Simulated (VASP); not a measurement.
Run report: Ga23FeN24, geometry relaxation (part 3 of 9)

Ga23FeN24 (defect cell, 48 atoms in the cell); Kohn-Sham DFT of a periodic cell, PBE, VASP PAW PBE potentials, recommended, spin-polarised (VASP 6.6.1); cutoff 450 eV, 2×2×2 k-mesh, Gaussian smearing of 0.01 eV, collinear spins. The structure derives from an entry of the Crystallography Open Database.

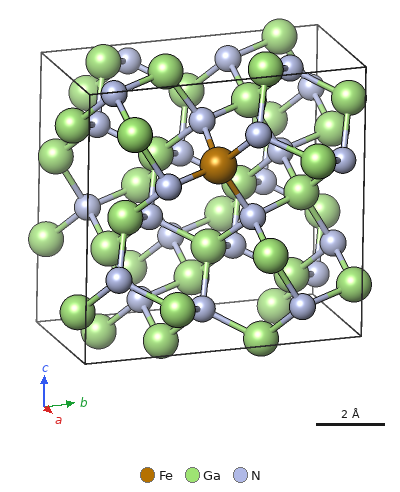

Figure 1. The starting structure (ball-and-stick view of the cell of the calculation, seen slightly off an axis). An atom can appear more than once, as a periodic image.

### Parts of OUTCAR, continued
```
 Free energy of the ion-electron system (eV)
  ---------------------------------------------------
  ext. energy  EPLUGINS =         0.00000000
  ---------------------------------------------------
  free energy    TOTEN  =      -287.96531416 eV

  energy without entropy =     -287.96531416  energy(sigma->0) =     -287.96531416

------------------------ aborting loop because EDIFF is reached ----------------------------------------

  FORCE on cell =-STRESS in cart. coord.  units (eV):
  Direction    XX          YY          ZZ          XY          YZ          ZX
  --------------------------------------------------------------------------------------
  -------------------------------------------------------------------------------------
  Total       10.9059766     11.7539710      8.9476994      2.0253614     -0.0828450      0.4282837
  in kB       30.9669272     33.3747615     25.4065058      5.7509034     -0.2352340      1.2160883
  external PRESSURE =      29.9160648 kB  Pullay stress =       0.0000000 kB

 VOLUME and BASIS-vectors are now :
 -----------------------------------------------------------------------------
  energy-cutoff  :      450.00
  volume of cell :      564.26
      direct lattice vectors                 reciprocal lattice vectors
    -3.217724000 -5.573264000  5.244055000    -0.051796430 -0.089714044  0.063564042
     6.435450000  0.000000000  5.244055000     0.103592859  0.000000019  0.063564042
    -3.217726000  5.573264000  5.244055000    -0.051796430  0.089714025  0.063564042

 POSITION                                       TOTAL-FORCE (eV/Angst)
 -----------------------------------------------------------------------------------
     -1.58972     -0.97770     10.46670         0.347161      0.284705     -0.215547
     -3.21773      1.85776     10.48384         0.703324     -0.424153      0.051589
     -0.00000     -3.71551     10.48384         0.056279      0.031057      0.059122
      1.60886     -0.92888     10.48384        -0.252740     -0.127548     -0.015351
     -4.82659     -0.92888     10.48384         0.669416     -0.415332     -0.139885
     -0.00000      1.85776      5.23979         0.067070      0.020507      0.099447
     -0.00000      1.85776     10.48384         0.410739      0.247709      0.204897
      3.21772     -3.71551     10.48384        -0.146852      0.017382     -0.052146
      1.60886     -0.92888      5.23979         0.123761     -0.003350     -0.044683
      3.21772      1.85776     10.48384         0.010374      0.015900     -0.153013
      1.60886      4.64439     10.48384        -0.043505      0.031496     -0.275580
     -1.60886     -0.92888      5.23979        -0.044784      0.016275     -0.068930
      0.00000     -1.85776      7.86181         0.146081     -0.152927      0.762021
     -1.60886      0.92888      7.86181         0.274662     -0.027260      1.082101
     -1.60886      0.92888     13.10587        -0.049609     -0.920266     -0.436319
      3.21773     -1.85776      7.86181        -0.083902     -0.095899      0.043972
     -3.21772     -1.85776      7.86181        -0.055653     -0.035827      0.747137
     -1.60886     -4.64439      7.86181         0.114276      0.022362      0.061732
      1.60886      0.92888      7.86181        -0.027747      0.110536      0.018324
      1.60886      0.92888     13.10587        -0.137632     -0.080243     -0.016047
      0.00000      3.71551      7.86181         0.339010      0.091377     -0.179784
      4.82659      0.92888      7.86181        -0.094339      0.103511      0.010039
      0.00000     -1.85776     13.10587        -0.390933      0.140489     -0.285001
     -3.21772      3.71551      7.86181         0.079338      0.052810      0.017204
     -1.60886     -0.92888      7.21484        -0.007547      0.031192     -0.075309
     -3.21773      1.85776      7.21484        -0.016891     -0.016077      0.084241
     -0.00000     -3.71551      7.21484        -0.216515      0.020854     -0.011230
      1.60886     -0.92888      7.21484         0.060023      0.074979     -0.130027
      1.60886     -0.92888     12.45890         0.172644      0.117706      0.065605
     -3.21773     -3.71551      7.21484         0.025762     -0.111942     -0.141046
     -0.00000      1.85776      7.21484        -0.149249     -0.308956      0.116212
     -0.00000      1.85776     12.45890         0.226707      0.143366      0.287406
     -1.60886      4.64439      7.21484        -0.220935      0.014889      0.059358
      3.21772      1.85776      7.21484         0.151148     -0.305113      0.154813
     -1.61546     -1.01709     12.40994         0.133034      1.105535      1.720162
      4.82659     -0.92888      7.21484         0.028279     -0.037188      0.030919
      0.08478     -1.92182      9.85568        -0.017243      0.235088     -1.008614
     -1.53127      0.93460      9.97120        -1.514816      0.383498     -1.862161
      1.60886     -4.64439      9.83687         0.215908     -0.278275      0.104860
      3.21773     -1.85776      9.83687         0.349851      0.017975      0.015456
     -3.18542     -1.91044      9.87076        -1.370516      0.246520     -1.059993
      1.60886      0.92888      4.59282        -0.004419     -0.251399     -0.013778
      1.60886      0.92888      9.83687         0.253278      0.037761      0.029370
     -4.82659      0.92888      9.83687         0.054477      0.001415     -0.032748
      0.00000      3.71551      9.83687         0.025324      0.165158      0.201390
     -1.60886      0.92888      4.59282        -0.110928     -0.234116     -0.002725
      3.21773      3.71551      9.83687         0.011627     -0.075842      0.235567
      0.00000     -1.85776      4.59282        -0.092798      0.119662     -0.043030
 -----------------------------------------------------------------------------------
    total drift:                                0.002361      0.000645     -0.017084

  FREE ENERGIE OF THE ION-ELECTRON SYSTEM (eV)
  ---------------------------------------------------
  free  energy   TOTEN  =      -287.9653141552 eV

  energy  without entropy=     -287.9653141552  energy(sigma->0) =     -287.96531416

--------------------------------------- Ionic step        2  -------------------------------------------

 number of electron     428.0000515 magnetization       3.9999999

------------------------ aborting loop because EDIFF is reached ----------------------------------------

  FORCE on cell =-STRESS in cart. coord.  units (eV):
  Direction    XX          YY          ZZ          XY          YZ          ZX
  --------------------------------------------------------------------------------------
  -------------------------------------------------------------------------------------
  Total        9.7042729     10.4148599      9.5101962     -0.1045927      0.3453714     -0.1664371
  in kB       27.5547551     29.5724282     27.0036849     -0.2969853      0.9806632     -0.4725892
  external PRESSURE =      28.0436227 kB  Pullay stress =       0.0000000 kB

 VOLUME and BASIS-vectors are now :
 -----------------------------------------------------------------------------
  energy-cutoff  :      450.00
  volume of cell :      564.26
      direct lattice vectors                 reciprocal lattice vectors
    -3.217724000 -5.573264000  5.244055000    -0.051796430 -0.089714044  0.063564042
     6.435450000  0.000000000  5.244055000     0.103592859  0.000000019  0.063564042
    -3.217726000  5.573264000  5.244055000    -0.051796430  0.089714025  0.063564042

 POSITION                                       TOTAL-FORCE (eV/Angst)
 -----------------------------------------------------------------------------------
     -1.57297     -0.96396     10.45630        -0.049641      0.137492      0.086931
     -3.18380      1.83729     10.48633        -0.474520      0.274800     -0.013344
      0.00271     -3.71401     10.48669         0.149619     -0.117311     -0.091838
      1.59667     -0.93503     10.48310         0.259927     -0.019220      0.076754
     -4.79429     -0.94891     10.47709        -0.248237      0.190140      0.029302
      0.00323      1.85874      5.24458        -0.163272     -0.012746     -0.076222
      0.01981      1.86971     10.49373        -0.356278     -0.188126     -0.035750
      3.21064     -3.71467     10.48133         0.195741     -0.063473     -0.021576
      1.61483     -0.92904      5.23763        -0.186826     -0.136870      0.030501
      3.21822      1.85852     10.47646         0.208448      0.037769      0.232328
      1.60676      4.64591     10.47055         0.195831     -0.043679      0.163307
     -1.61102     -0.92809      5.23646         0.113157     -0.059067      0.154468
      0.00705     -1.86513      7.89858        -0.013935      0.043788     -0.560215
     -1.59561      0.92756      7.91402        -0.299233     -0.111306     -0.080401
     -1.61125      0.88448     13.08482        -0.011035      0.249430      0.164881
      3.21368     -1.86238      7.86394         0.073201      0.155823      0.063383
     -3.22041     -1.85948      7.89786         0.053556     -0.028785     -0.376011
     -1.60335     -4.64331      7.86479        -0.117892     -0.031754     -0.133727
      1.60753      0.93421      7.86270         0.015787     -0.142728     -0.005818
      1.60222      0.92501     13.10509         0.226811      0.058039      0.155954
      0.01636      3.71992      7.85314        -0.231947     -0.056192      0.056635
      4.82204      0.93387      7.86230         0.225902     -0.172995      0.052605
     -0.01886     -1.85098     13.09212         0.297069     -0.047699      0.221704
     -3.21390      3.71806      7.86264        -0.110881     -0.113353      0.016470
     -1.60923     -0.92737      7.21121         0.068681     -0.038217      0.258581
     -3.21854      1.85698      7.21891         0.102644     -0.064785     -0.006279
     -0.01045     -3.71450      7.21430         0.237347     -0.144210      0.040493
      1.61176     -0.92526      7.20857        -0.009905      0.007109      0.069936
      1.61719     -0.92320     12.46206        -0.204024     -0.133194     -0.135808
     -3.21648     -3.72091      7.20804        -0.029054      0.048638      0.088394
     -0.00720      1.84285      7.22045         0.138523      0.170242      0.034955
      0.01093      1.86467     12.47276        -0.231719     -0.169149     -0.106948
     -1.61952      4.64511      7.21771         0.297507     -0.046880     -0.031786
      3.22501      1.84304      7.22231        -0.162328      0.226746     -0.102096
     -1.60905     -0.96375     12.49292        -0.029192      0.363033      0.151071
      4.82795     -0.93067      7.21634        -0.076736      0.025641     -0.051928
      0.08395     -1.91048      9.80703        -0.147765     -0.106450      0.200568
     -1.60434      0.95311      9.88137         0.460121      0.313421     -0.429364
      1.61928     -4.65781      9.84193        -0.098883      0.062475     -0.128056
      3.23460     -1.85689      9.83762        -0.173320     -0.004617     -0.005300
     -3.25153     -1.89854      9.81962        -0.027715     -0.225942      0.079926
      1.60865      0.91675      4.59215         0.058210      0.173581      0.062735
      1.62108      0.93070      9.83829        -0.149214     -0.064791     -0.042125
     -4.82396      0.92894      9.83529         0.054898     -0.095336      0.077594
      0.00122      3.72348      9.84659         0.008521     -0.060967     -0.077279
     -1.61421      0.91758      4.59269         0.025860      0.033057     -0.027746
      3.21829      3.71185      9.84824         0.016008     -0.028722     -0.110031
     -0.00447     -1.85198      4.59074         0.120180     -0.042656      0.080175
 -----------------------------------------------------------------------------------
    total drift:                                0.015543     -0.011870      0.033558

  FREE ENERGIE OF THE ION-ELECTRON SYSTEM (eV)
  ---------------------------------------------------
  free  energy   TOTEN  =      -288.4310534037 eV

  energy  without entropy=     -288.4310534037  energy(sigma->0) =     -288.43105340

--------------------------------------- Ionic step        3  -------------------------------------------

 number of electron     428.0000552 magnetization       3.9999999

------------------------ aborting loop because EDIFF is reached ----------------------------------------

  FORCE on cell =-STRESS in cart. coord.  units (eV):
  Direction    XX          YY          ZZ          XY          YZ          ZX
  --------------------------------------------------------------------------------------
  -------------------------------------------------------------------------------------
  Total        9.7936716     10.5009895      9.2954880      0.1321451      0.2660029     -0.0743597
  in kB       27.8085977     29.8169885     26.3940325      0.3752189      0.7553006     -0.2111403
  external PRESSURE =      28.0065396 kB  Pullay stress =       0.0000000 kB

 VOLUME and BASIS-vectors are now :
 -----------------------------------------------------------------------------
  energy-cutoff  :      450.00
  volume of cell :      564.26
      direct lattice vectors                 reciprocal lattice vectors
    -3.217724000 -5.573264000  5.244055000    -0.051796430 -0.089714044  0.063564042
     6.435450000  0.000000000  5.244055000     0.103592859  0.000000019  0.063564042
    -3.217726000  5.573264000  5.244055000    -0.051796430  0.089714025  0.063564042

 POSITION                                       TOTAL-FORCE (eV/Angst)
 -----------------------------------------------------------------------------------
     -1.57487     -0.96552     10.45748        -0.016396      0.144057      0.066410
     -3.18764      1.83961     10.48605        -0.327932      0.187139     -0.016093
      0.00241     -3.71418     10.48637         0.139033     -0.095951     -0.075708
      1.59805     -0.93433     10.48318         0.200293     -0.033236      0.065263
     -4.79795     -0.94664     10.47786        -0.129122      0.112378      0.002073
      0.00287      1.85863      5.24404        -0.136775     -0.006105     -0.056896
      0.01757      1.86835     10.49261        -0.296834     -0.156630     -0.015090
      3.21144     -3.71476     10.48161         0.156900     -0.054102     -0.025422
      1.61416     -0.92902      5.23787        -0.151161     -0.121677      0.021535
      3.21817      1.85844     10.47730         0.186002      0.034683      0.188095
      1.60700      4.64573     10.47205         0.168206     -0.034529      0.113055
     -1.61078     -0.92818      5.23684         0.094628     -0.050521      0.129179
      0.00625     -1.86430      7.89441         0.005392      0.021153     -0.386480
     -1.59711      0.92771      7.90811        -0.236704     -0.103115      0.091719
     -1.61098      0.88951     13.08720        -0.015486      0.080203      0.087714
      3.21414     -1.86186      7.86370         0.054808      0.126130      0.061248
     -3.22010     -1.85929      7.89378         0.039204     -0.029535     -0.226470
     -1.60397     -4.64343      7.86445        -0.090775     -0.025015     -0.111416
      1.60768      0.93361      7.86260         0.010482     -0.113572     -0.003272
      1.60298      0.92544     13.10518         0.184553      0.042087      0.136213
      0.01450      3.71942      7.85412        -0.167865     -0.039452      0.031998
      4.82255      0.93330      7.86224         0.188245     -0.141266      0.047638
     -0.01672     -1.85175     13.09368         0.215531     -0.023767      0.163722
     -3.21433      3.71777      7.86255        -0.088220     -0.093363      0.016674
     -1.60919     -0.92754      7.21162         0.060555     -0.030473      0.219308
     -3.21845      1.85707      7.21845         0.091056     -0.060335      0.005989
     -0.00926     -3.71462      7.21436         0.186689     -0.127201      0.036880
      1.61143     -0.92567      7.20928        -0.002097      0.014442      0.046963
      1.61625     -0.92384     12.46171        -0.161440     -0.104645     -0.111201
     -3.21662     -3.72030      7.20881        -0.023554      0.031195      0.061839
     -0.00639      1.84454      7.21982         0.106354      0.116073      0.044878
      0.00970      1.86389     12.47119        -0.179410     -0.134100     -0.063928
     -1.61832      4.64502      7.21738         0.237186     -0.040186     -0.020044
      3.22419      1.84470      7.22147        -0.125819      0.165731     -0.072420
     -1.60977     -0.96979     12.48353        -0.009567      0.485683      0.325287
      4.82780     -0.93047      7.21617        -0.065000      0.018652     -0.042583
      0.08404     -1.91176      9.81253        -0.132761     -0.072160      0.039148
     -1.59607      0.95101      9.89154         0.254759      0.355316     -0.625275
      1.61810     -4.65629      9.84136        -0.062950      0.022805     -0.101669
      3.23269     -1.85699      9.83753        -0.111528     -0.001695     -0.001385
     -3.24405     -1.89989      9.82542        -0.184226     -0.163109     -0.058983
      1.60867      0.91812      4.59223         0.051877      0.125856      0.053337
      1.61970      0.93049      9.83813        -0.102513     -0.051636     -0.032567
     -4.82426      0.92894      9.83547         0.055147     -0.084321      0.064883
      0.00108      3.72257      9.84549         0.010134     -0.033429     -0.045640
     -1.61361      0.91886      4.59270         0.009960      0.001285     -0.025121
      3.21822      3.71226      9.84695         0.015589     -0.034707     -0.070402
     -0.00397     -1.85264      4.59098         0.095552     -0.025036      0.067014
 -----------------------------------------------------------------------------------
    total drift:                                0.008860     -0.013545      0.026607

  FREE ENERGIE OF THE ION-ELECTRON SYSTEM (eV)
  ---------------------------------------------------
  free  energy   TOTEN  =      -288.4391861117 eV

  energy  without entropy=     -288.4391861117  energy(sigma->0) =     -288.43918611

[... ionic steps 4 to 11 ...]

--------------------------------------- Ionic step       12  -------------------------------------------
```
